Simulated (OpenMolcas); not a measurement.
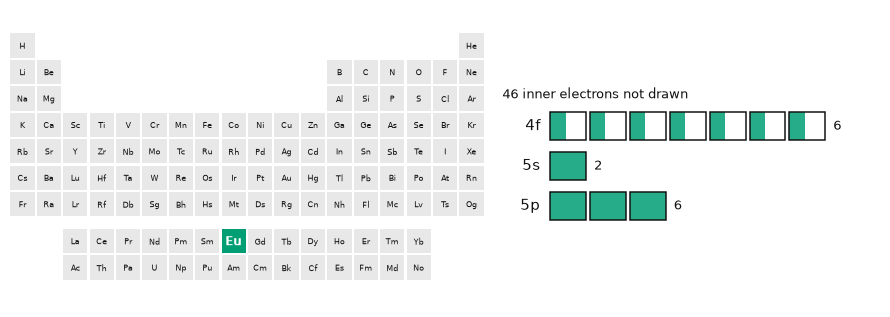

Left, the place of europium in the periodic table; right, the outer shells of the leading configuration of the lowest level: a box for each of the 2l + 1 orbitals, shaded by the share of the shell that is filled, with the electron count at the right.

**Run report: Eu³⁺ complex, multiconfigurational calculation (part 1 of 2)**

- system: Eu³⁺ with 6 ligands (F; octahedron, 2.26 Å), neutralised by 6 outer point charges of +0.5 e, whose field is part of the energies.
- method: state-averaged CASSCF, active space 6 electrons in the shell 4f, basis ANO-RCC-VDZP on the metal and ANO-RCC-VDZP on the ligands, DKH2 scalar Hamiltonian, spin-orbit coupling by RASSI with atomic mean-field integrals (OpenMolcas)

**Summary**

- outcome: converged
- energy of the lowest spin-free term: −11433.45782 hartree
- energy of the lowest spin-orbit level: −11433.47420 hartree
- largest spread among components of a term: 0.0 cm⁻¹
- hardware: 1 thread of Arm Neoverse V1, 24 GiB of memory available, shared host
- wall time: 92 s
- peak memory: 0.6 GiB

**Remarks**

Without dynamic correlation the splittings between terms come out too large, often by 20 to 50 %. Caveats: high states of lower spin left out of the spin-orbit mixing; distances are set from ionic radii, not optimised; spin-free states above about 46,000 cm⁻¹ are left out of the spin-orbit step.

**The input**
```
&GATEWAY
Coord
7

Eu 0.0 0.0 0.0
F 2.260000 0.000000 0.000000
F 0.000000 2.260000 0.000000
F -2.260000 0.000000 0.000000
F 0.000000 -2.260000 0.000000
F 0.000000 0.000000 2.260000
F 0.000000 0.000000 -2.260000
Basis=Eu.ANO-RCC-VDZP,F.ANO-RCC-VDZP
Group=XYZ
NoMove
AngMom=0.0 0.0 0.0
AMFI
RICD
XField
3 Angstrom 0
4.860000 0.000000 0.000000 0.500000
0.000000 4.860000 0.000000 0.500000
0.000000 0.000000 4.860000 0.500000
&SEWARD
&RASSCF
FileOrb=start.orb
Symmetry=1
Spin=7
nActEl=6 0 0
Inactive=30 27
Ras2=0 7
CIRoot=7 7 1
SDav=7
CIMx=300
Iter=150 100
PrWF=0.3
OrbListing=Nothing
MaxOrb=0
LevShft=1.0
>>> COPY $Project.JobIph JOB001
&RASSCF
FileOrb=start.orb
Symmetry=1
Spin=5
nActEl=6 0 0
Inactive=30 27
Ras2=0 7
CIRoot=140 140 1
SDav=140
CIMx=300
Iter=150 100
PrWF=0.3
OrbListing=Nothing
MaxOrb=0
CIOnly
LevShft=1.0
>>> COPY $Project.JobIph JOB002
&RASSCF
FileOrb=start.orb
Symmetry=1
Spin=3
nActEl=6 0 0
Inactive=30 27
Ras2=0 7
CIRoot=162 162 1
SDav=588
CIMx=300
Iter=150 100
PrWF=0.3
OrbListing=Nothing
MaxOrb=0
CIOnly
LevShft=1.0
>>> COPY $Project.JobIph JOB003
&RASSI
NrOfJobIphs=3 7 77 3
1 2 3 4 5 6 7
1 2 3 4 5 6 7 8 9 10 11 12 13 14 15 16 17 18 19 20 21 22 23 24 25 26 27
28 29 30 31 32 33 34 35 36 37 38 39 40 41 42 43 44 45 46 47 48 49 50 51
52 53 54 55 56 57 58 59 60 61 62 63 64 65 66 67 68 69 70 71 72 73 74 75
76 77
1 2 3
IphNames
JOB001
JOB002
JOB003
EJob
SpinOrbit
DIPRint=1.0
SOCoupling=1000.0
Subsets=2
Property=9
'ANGMOM' 1 'ANGMOM' 2 'ANGMOM' 3 'MLTPL  1' 1 'MLTPL  1' 2 'MLTPL  1' 3
'AMFI' 1 'AMFI' 2 'AMFI' 3
SOProperty=3
'ANGMOM' 1 'ANGMOM' 2 'ANGMOM' 3
```

The file start.orb holds starting orbitals from an earlier step. A driver script formed the levels outside the program, from RASSI's spin-orbit matrix and the active-space energies, averaged over the components of each term or state.

Command:
```bash
OMP_NUM_THREADS=1 MOLCAS_MEM=2457 MOLCAS_PROJECT=a pymolcas a.inp > a.log  # once for each step of the input, in one work folder
```

**Output (extracts)**
```
--- SEWARD ---
Basis set label: EU.ANO-RCC...7S6P4D2F1G.

      Electronic valence basis set:
      ------------------
      Associated Effective Charge  63.000000 au
      Associated Actual Charge     63.000000 au
      Nuclear Model: Point charge

      Shell  nPrim  nBasis  Cartesian Spherical Contaminant
         s      25       7        X
         p      22       6        X
         d      15       4                 X
         f      11       2                 X
         g       4       1                 X
                  Relativistic Douglas-Kroll-Hess integrals:
                    - DKH order of Hamiltonian: 2
                    - DKH order of Properties : 0
                  Atomic mean-field integrals
--- RASSCF ---
Wave function specifications:
      -----------------------------

      Number of closed shell electrons         114
      Number of electrons in active shells       6
      Max number of holes in RAS1 space          0
      Max nr of electrons in RAS3 space          0
      Number of inactive orbitals               57
      Number of active orbitals                  7
      Number of secondary orbitals              88
      Spin quantum number                      3.0
      State symmetry                             1
Orbital specifications:
      -----------------------

      Symmetry species                           1   2
                                                ag  au
      Frozen orbitals                            0   0
      Inactive orbitals                         30  27
      Active orbitals                            0   7
      RAS1 orbitals                              0   0
      RAS2 orbitals                              0   7
      RAS3 orbitals                              0   0
      Secondary orbitals                        48  40
      Deleted orbitals                           0   0
      Number of basis functions                 78  74
      Number of CSFs                             7
      Number of root(s) required                 7
      Iter CI   SX   CI       RASSCF       Energy    max ROT     max BLB   max BLB  Level Ln srch  Step   QN
          iter iter root      energy       change     param      element    value   shift minimum  type update
 Nr of preliminary CI iterations:   1
      Total energies have been shifted. Add               -11000.00 au
        1   1    9    0  -432.51353174    0.00E+00  -5.39E-02   16  50 2 -3.37E-01*  1.06   0.00    SX    NO
        2   1   11    0  -433.35671525   -8.43E-01* -4.01E-02   30  33 1  1.25E-01*  0.54   0.00    SX    NO
        3   1   10    0  -433.44250682   -8.58E-02*  1.58E-02   17  52 1  5.26E-02*  0.51   0.00    SX    NO
        4   1    9    0  -433.45361486   -1.11E-02*  7.76E-03   30  33 1  2.35E-02*  0.54   0.00    SX    NO
        5   1   10    0  -433.45563414   -2.02E-03*  6.88E-03   30  33 1  1.04E-02*  0.53   1.45    QN   YES
        6   1    9    0  -433.45621846   -5.84E-04* -5.56E-04   10  42 2 -2.47E-03*  0.54   0.97    QN   YES
        7   1    8    0  -433.45624162   -2.32E-05*  3.29E-04   24  66 2 -8.93E-04*  0.54   1.01    QN   YES
        8   1    8    0  -433.45624636   -4.74E-06*  2.34E-04   18  45 1 -3.03E-04*  0.54   1.38    QN   YES
        9   1    6    0  -433.45624718   -8.22E-07* -7.92E-05   11  43 2  9.30E-05   0.54   1.22    QN   YES
       10   1    6    0  -433.45624729   -1.11E-07* -3.95E-05   10  42 2  4.56E-05   0.54   1.50    LS   YES
       11   1    6    0  -433.45624730   -7.76E-09   1.60E-05   12  47 2  4.63E-05   0.54   0.74    QN   YES
      Convergence after 11 iterations
       12   1    6    0  -433.45624731   -9.11E-09   1.60E-05   12  47 2  1.19E-05   0.54   0.74    QN   YES
      Natural orbitals and occupation numbers for root  1
      sym 2:   1.000000   1.000000   1.000000   0.000000   1.000000   1.000000   1.000000
      Natural orbitals and occupation numbers for root  2
      sym 2:   0.000000   1.000000   1.000000   1.000000   1.000000   1.000000   1.000000
      Natural orbitals and occupation numbers for root  3
      sym 2:   1.000000   1.000000   1.000000   1.000000   1.000000   1.000000  -0.000000
::    RASSCF root number  1 Total energy: -11433.45782354
::    RASSCF root number  2 Total energy: -11433.45782354
::    RASSCF root number  3 Total energy: -11433.45782354
::    RASSCF root number  4 Total energy: -11433.45520328
::    RASSCF root number  5 Total energy: -11433.45520328
::    RASSCF root number  6 Total energy: -11433.45520328
::    RASSCF root number  7 Total energy: -11433.45465066
--- RASSCF ---
Wave function specifications:
      -----------------------------

      Number of closed shell electrons         114
      Number of electrons in active shells       6
      Max number of holes in RAS1 space          0
      Max nr of electrons in RAS3 space          0
      Number of inactive orbitals               57
      Number of active orbitals                  7
      Number of secondary orbitals              88
      Spin quantum number                      2.0
      State symmetry                             1
Orbital specifications:
      -----------------------

      Symmetry species                           1   2
                                                ag  au
      Frozen orbitals                            0   0
      Inactive orbitals                         30  27
      Active orbitals                            0   7
      RAS1 orbitals                              0   0
      RAS2 orbitals                              0   7
      RAS3 orbitals                              0   0
      Secondary orbitals                        48  40
      Deleted orbitals                           0   0
      Number of basis functions                 78  74
      Number of CSFs                           140
      Number of root(s) required               140
      Iter CI   SX   CI       RASSCF       Energy    max ROT     max BLB   max BLB  Level Ln srch  Step   QN
          iter iter root      energy       change     param      element    value   shift minimum  type update
 Nr of preliminary CI iterations:   1
        1   1    0    0-11433.23394962    0.00E+00   0.00E+00   34  41 2 -1.82E-02*  0.00   0.00    SX    NO
      Natural orbitals and occupation numbers for root  1
      sym 2:   0.924833   0.875427   0.756880   0.925036   0.852533   0.756684   0.908607
      Natural orbitals and occupation numbers for root  2
      sym 2:   0.756880   0.875427   0.908607   0.756684   0.852533   0.924833   0.925036
      Natural orbitals and occupation numbers for root  3
      sym 2:   0.756770   0.875311   0.924864   0.924865   0.908819   0.852604   0.756769
::    RASSCF root number  1 Total energy: -11433.34652363
::    RASSCF root number  2 Total energy: -11433.34652363
::    RASSCF root number  3 Total energy: -11433.34652363
::    RASSCF root number  4 Total energy: -11433.34583197
::    RASSCF root number  5 Total energy: -11433.34583197
::    RASSCF root number  6 Total energy: -11433.33202359
::    RASSCF root number  7 Total energy: -11433.33202359
::    RASSCF root number  8 Total energy: -11433.33202359
::    RASSCF root number  9 Total energy: -11433.33185613
::    RASSCF root number 10 Total energy: -11433.33185613
::    RASSCF root number 11 Total energy: -11433.33141254
::    RASSCF root number 12 Total energy: -11433.33141254
::    RASSCF root number 13 Total energy: -11433.33141254
::    RASSCF root number 14 Total energy: -11433.33026021
::    RASSCF root number 15 Total energy: -11433.33026021
::    RASSCF root number 16 Total energy: -11433.33026021
::    RASSCF root number 17 Total energy: -11433.32877763
::    RASSCF root number 18 Total energy: -11433.32877763
::    RASSCF root number 19 Total energy: -11433.32864124
::    RASSCF root number 20 Total energy: -11433.32864124
::    RASSCF root number 21 Total energy: -11433.32864124
::    RASSCF root number 22 Total energy: -11433.32843351
::    RASSCF root number 23 Total energy: -11433.32511329
::    RASSCF root number 24 Total energy: -11433.32502213
::    RASSCF root number 25 Total energy: -11433.32502213
::    RASSCF root number 26 Total energy: -11433.32502213
::    RASSCF root number 27 Total energy: -11433.32490722
::    RASSCF root number 28 Total energy: -11433.32490722
::    RASSCF root number 29 Total energy: -11433.32342094
::    RASSCF root number 30 Total energy: -11433.32342094
--- RASSCF ---
Wave function specifications:
      -----------------------------

      Number of closed shell electrons         114
      Number of electrons in active shells       6
      Max number of holes in RAS1 space          0
      Max nr of electrons in RAS3 space          0
      Number of inactive orbitals               57
      Number of active orbitals                  7
      Number of secondary orbitals              88
      Spin quantum number                      1.0
      State symmetry                             1
Orbital specifications:
      -----------------------

      Symmetry species                           1   2
                                                ag  au
      Frozen orbitals                            0   0
      Inactive orbitals                         30  27
      Active orbitals                            0   7
      RAS1 orbitals                              0   0
      RAS2 orbitals                              0   7
      RAS3 orbitals                              0   0
      Secondary orbitals                        48  40
      Deleted orbitals                           0   0
      Number of basis functions                 78  74
      Number of CSFs                           588
      Number of root(s) required               162
      Iter CI   SX   CI       RASSCF       Energy    max ROT     max BLB   max BLB  Level Ln srch  Step   QN
          iter iter root      energy       change     param      element    value   shift minimum  type update
 Nr of preliminary CI iterations:   1
        1   1    0    0-11433.22649520    0.00E+00   0.00E+00   29  36 2 -1.96E-02*  0.00   0.00    SX    NO
      Natural orbitals and occupation numbers for root  1
      sym 2:   0.804367   0.784682   0.934596   0.801489   0.934190   0.933410   0.807266
      Natural orbitals and occupation numbers for root  2
      sym 2:   0.801505   0.784670   0.933406   0.804296   0.934195   0.934595   0.807333
      Natural orbitals and occupation numbers for root  3
      sym 2:   0.803893   0.788059   0.934227   0.803621   0.933760   0.934201   0.802239
::    RASSCF root number  1 Total energy: -11433.25333694
::    RASSCF root number  2 Total energy: -11433.25333694
::    RASSCF root number  3 Total energy: -11433.25333694
::    RASSCF root number  4 Total energy: -11433.24861248
::    RASSCF root number  5 Total energy: -11433.24861248
::    RASSCF root number  6 Total energy: -11433.24861248
::    RASSCF root number  7 Total energy: -11433.24859597
::    RASSCF root number  8 Total energy: -11433.24853438
::    RASSCF root number  9 Total energy: -11433.24853438
::    RASSCF root number 10 Total energy: -11433.24853438
::    RASSCF root number 11 Total energy: -11433.24841954
::    RASSCF root number 12 Total energy: -11433.24841954
::    RASSCF root number 13 Total energy: -11433.24833669
::    RASSCF root number 14 Total energy: -11433.24833669
::    RASSCF root number 15 Total energy: -11433.24833669
::    RASSCF root number 16 Total energy: -11433.24804051
::    RASSCF root number 17 Total energy: -11433.24804051
::    RASSCF root number 18 Total energy: -11433.24804051
::    RASSCF root number 19 Total energy: -11433.24757950
::    RASSCF root number 20 Total energy: -11433.24757950
::    RASSCF root number 21 Total energy: -11433.24757950
::    RASSCF root number 22 Total energy: -11433.24733718
::    RASSCF root number 23 Total energy: -11433.24733718
::    RASSCF root number 24 Total energy: -11433.24718969
::    RASSCF root number 25 Total energy: -11433.24718969
::    RASSCF root number 26 Total energy: -11433.24718969
::    RASSCF root number 27 Total energy: -11433.24422855
::    RASSCF root number 28 Total energy: -11433.24413860
::    RASSCF root number 29 Total energy: -11433.24413860
::    RASSCF root number 30 Total energy: -11433.24413860
```

(Continued in part 2.)
